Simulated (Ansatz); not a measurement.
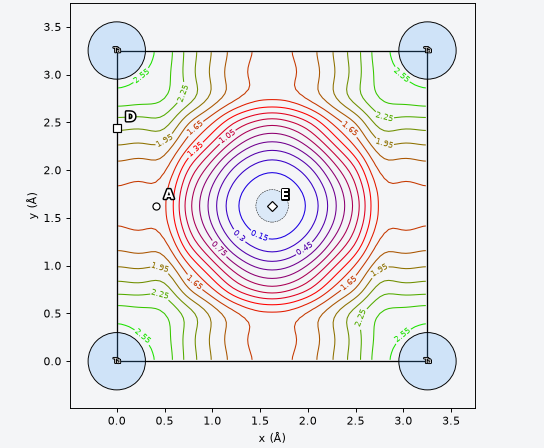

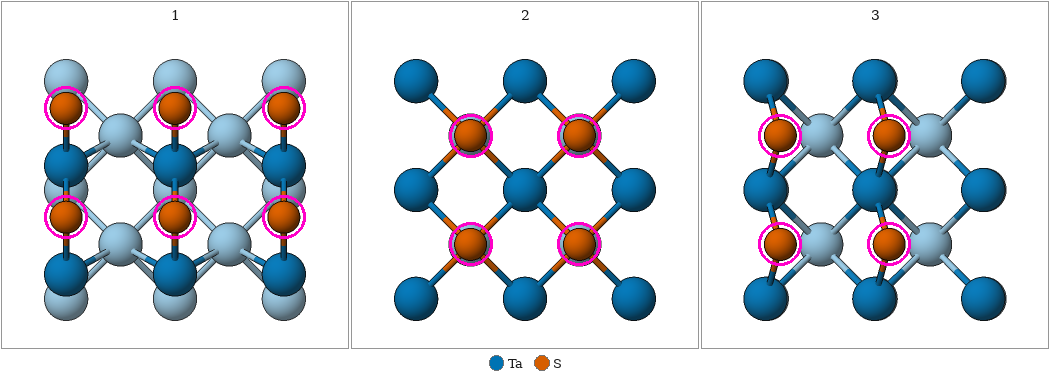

S on a Ta(100) slab cut from the Im-3m phase, its upper half relaxed before the scan (4 atoms of substrate and one adsorbate in a 1 × 1 cell). S is moved over the surface cell; relaxed at each place: the height of the adsorbate's atoms and the top layer of the substrate; the origin of the map has the adsorbate above Ta4. Places are given modulo a cell vector. The map is drawn in real space over the plane of the surface. Grid: 8 × 8 points; 22 points were computed and 42 follow by symmetry. Energies: eV, counted from the lowest grid point. With one adsorbate in each 1 × 1 cell, its nearest image is 3.3 Å away, so neighbouring adsorbates interact. All numbers below come from DFT LDA, scalar-relativistic, plane waves, PAW in Ansatz 0.2.0. Settings: cutoff 420 eV, k-mesh 8×8×1, gaussian smearing 0.1 eV, no spin polarisation.

Drawn: contour lines labelled in eV, labelled circles for the atoms of the top layer and small ones for the second layer, the outline of one cell of the plane, lettered points. Between grid points the surface is interpolated. The numbered pictures are the structures at these points, in random order. Rings mark the moved atoms.

Q: Which structure belongs to which point?

A: A is structure 3: (1/8, 4/8) of the cell vectors [nearest 2 Ta at 2.36 Å], 1.59 eV; D is structure 1: (0/8, 6/8) of the cell vectors [nearest 1 Ta at 2.26 Å], 2.12 eV; E is structure 2: a fourfold hollow over a second-layer Ta atom, (4/8, 4/8) of the cell vectors, 0.00 eV.

PAW datasets: the set soft_1.
